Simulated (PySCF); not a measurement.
**C$_{3}$H$_{4}$AlF, SMILES `C#C[CH2][AlH][F]`: what the electrons do**

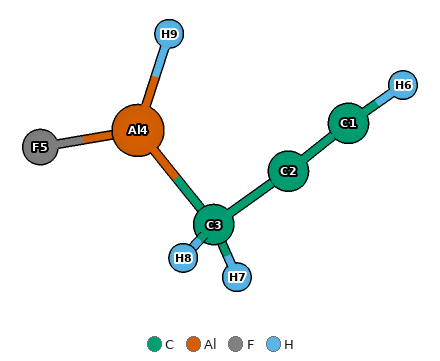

The molecule, with its atoms numbered as below. No frequency check shows the geometry to be a minimum.

Coordinates in Å:

```
C1       2.6657    0.5587    0.0003
C2       1.7359   -0.2001    0.0001
C3       0.5684   -1.0511   -0.0006
Al4     -0.8814    0.3336   -0.0004
F5      -2.5023    0.0270    0.0004
H6       3.5186    1.1694    0.0001
H7       0.5856   -1.7052   -0.8800
H8       0.5837   -1.7044    0.8830
H9      -0.5282    1.8157    0.0005
```

Part 1: Bonding charge

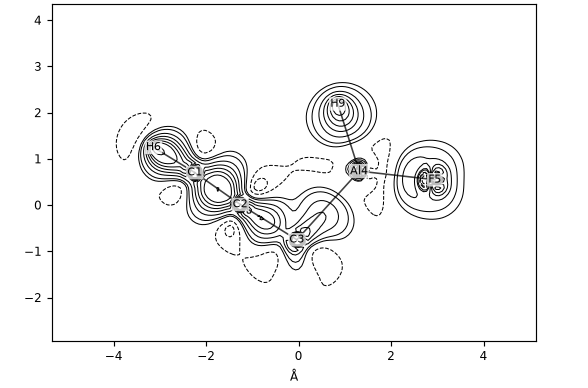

Deformation density (molecule less spherical, spin-averaged free atoms) in the plane of C1, C2, C3, Al4, F5, H6 and H9; contours at ±0.05 to ±0.8 e/Å³; solid lines: gain, dashed lines: loss.

Computed with PySCF, B3LYP/def2-SVPD, geometry: GFN2-xTB.

> How much density has each bond in this plane gained at its critical point, relative to the free atoms?

C1–C2: +0.80 e/Å³ at the bond critical point (bond length 1.20 Å). C1–H6: +0.76 e/Å³ at the bond critical point (bond length 1.05 Å). C2–C3: +0.45 e/Å³ at the bond critical point (bond length 1.45 Å). Al4–H9: +0.17 e/Å³ at the bond critical point (bond length 1.52 Å). C3–Al4: +0.12 e/Å³ at the bond critical point (bond length 2.00 Å). Al4–F5: +0.01 e/Å³ at the bond critical point (bond length 1.65 Å); up to 0.6 Å beside the axis the gain reaches +0.27 e/Å³. In all, 2.2 electrons gather in the regions of gain relative to the promolecule. A small or negative value marks a very polar bond, one between electron-rich atoms, whose free-atom densities already overlap strongly, a long bond to a heavier atom, or a closed-shell contact such as a hydrogen bond.

> Where do the Hirshfeld charges lie?

The highest Hirshfeld charge is on Al4 (+0.63 e), the lowest on F5 (−0.31 e).

Part 2: Bond critical points

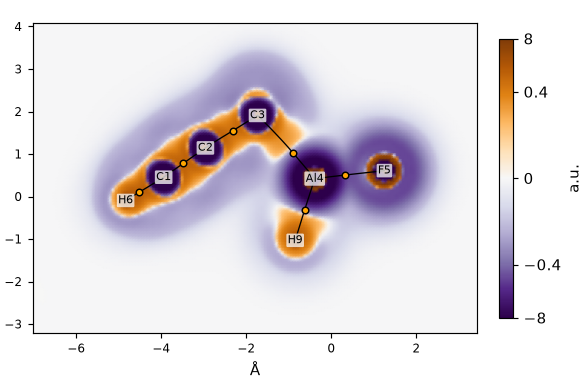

Negative Laplacian of the density (−∇²ρ) in the plane of C1, C2, C3, Al4, F5, H6 and H9 (orange positive, purple negative, colour scale in a.u., logarithmic beyond ±0.04), with bond paths and bond critical points (dots).

> At which bond critical points in this plane is charge locally concentrated, and at which depleted?

Concentrated (∇²ρ < 0): C1–C2 (−1.07 a.u.); C1–H6 (−1.23 a.u.); C2–C3 (−0.64 a.u.). Depleted (∇²ρ > 0): Al4–F5 (+1.03 a.u., H = +0.021); Al4–H9 (+0.31 a.u., H = −0.031); C3–Al4 (+0.28 a.u., H = −0.022).

> Where along C1–H6 does the critical point lie?

0.69 Å from C1 and 0.36 Å from H6.

Part 3: Local ionisation energy

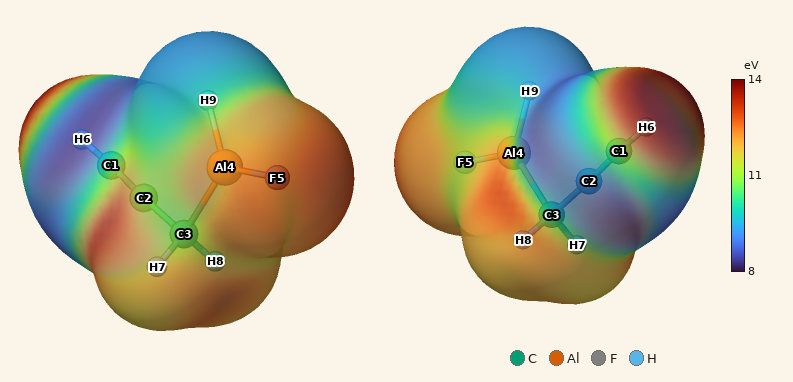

Average local ionisation energy on the surface of electron density 0.001 a.u. (back view left, front view right).

> Locate the minima of the map.

The lowest value is 8.6 eV, off the C1–C2 bond (2.1 to 2.3 Å from its atoms), and at like points elsewhere. Further minima include 9.3 eV, 1.5 Å from H9; 10.9 eV, near H7 (1.99 Å) and Al4 (2.10 Å), over C3 (2.3 Å); 11.7 eV, 1.4 Å from H8. For comparison, the highest occupied orbital lies at −7.2 eV.

Part 4: Excited states

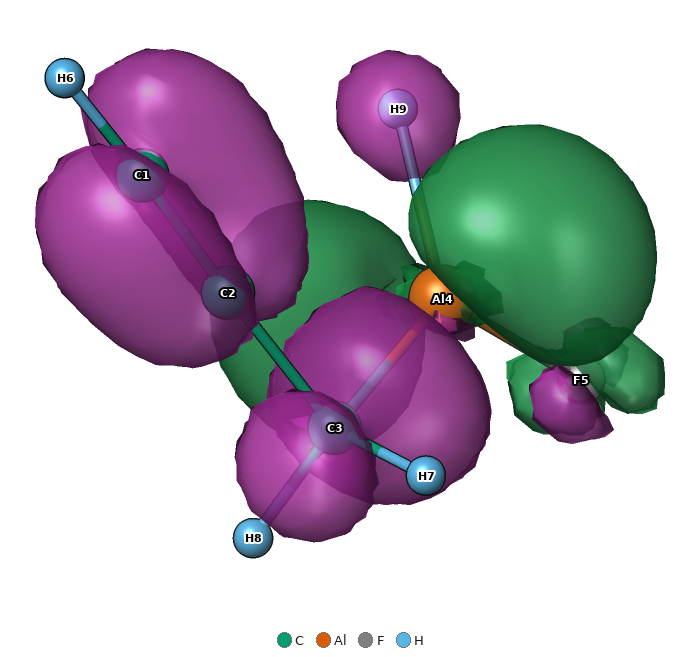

Unrelaxed difference density of S₁ less the ground state (TDA singlet states), ±0.03 e/Å³; green: gain, purple: loss.

Computed with PySCF, ωB97X/6-31G*, geometry: GFN2-xTB. Without diffuse functions Rydberg states are missing, so the states' numbers hold for this basis only.

> How does the charge move on excitation?

0.80 e is displaced in all, of which about 0.6 e passes between atoms: C1 (0.23 e) and C3 (0.20 e) lose electrons and Al4 (0.57 e) gains them. The state: 5.76 eV (215 nm), f = 0.004; the leading pair carries 99 %; hole on C1 and C3 (26 % each), C2 (16 %) and Al4 (15 %), electron on Al4 (72 %), C3 (6 %) and F5 (6 %); their centroids lie 1.6 Å apart.

Part 5: Localised orbitals

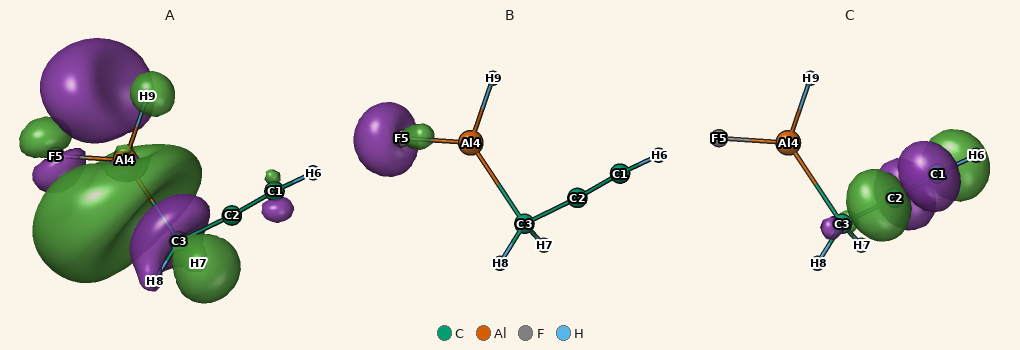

Intrinsic bond orbitals (IBO), occupied and valence-virtual; each surface holds about 80 % of the orbital's density. Energies are diagonal elements of the Fock matrix.

Level of theory: PBE/def2-SVP (PySCF), at a geometry from GFN2-xTB.

> What does each orbital represent in a Lewis picture?

By panel:
- A: σ* orbital Al4–C3, mostly on Al4 (Al4 71 %, C3 22 %, F5 4 %; 3.5 eV)
- B: lone pair on F5 (sp1.7-type) (F5 99 %; −14.6 eV)
- C: π* orbital C2–C1 (C2 50 %, C1 48 %; 2.1 eV)

The PySCF runs shown took 15 s, 82 s and 12 s on 1 thread of AMD EPYC 7R43 64-Core Processor (Zen 3) (shared host).
